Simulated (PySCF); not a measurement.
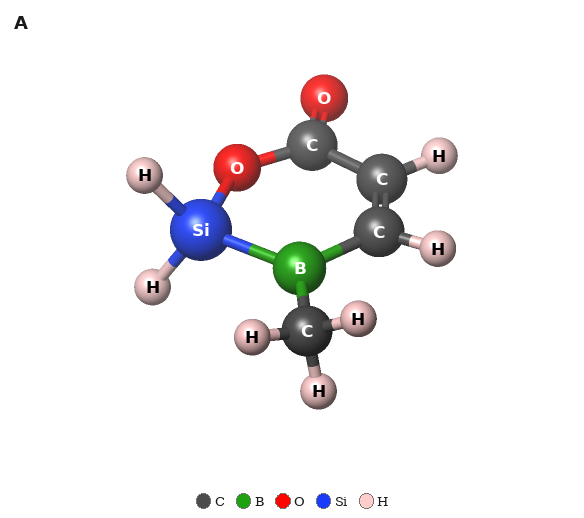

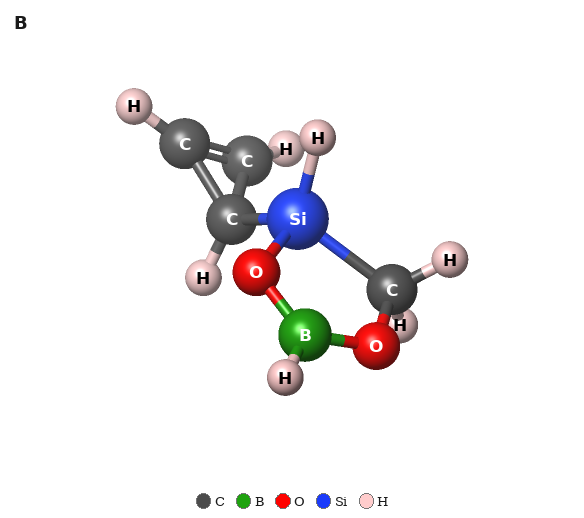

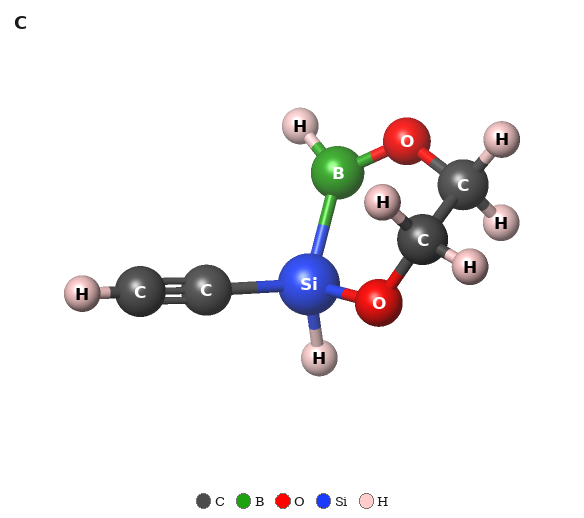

3 stationary structures of one formula. Geometries: GFN2-xTB. Electronic energies: PBE0/pcSseg-1 (PySCF 2.14.0), without zero-point energy. No frequency run is at hand to confirm each as a minimum. Each is one conformer, not always the lowest.

Question: Are they conformers, stereoisomers or constitutional isomers?

Answer: They are constitutional isomers of C4H7BO2Si: A `CB1C=CC(=O)O[SiH2]1`, B `B1OC[Si@@H](C2C=C2)O1`, C `C#C[Si@H]1BOCCO1`.

Question: Which structure is the most stable?

Answer: B is lowest; A lies 3.8 kcal/mol above it, C lies 27.3 kcal/mol above it.

The geometry is semi-empirical. Around B, Si such bond lengths and angles can be off by a tenth of an ångström or more and by several degrees, and values that hang on the shape move with them.
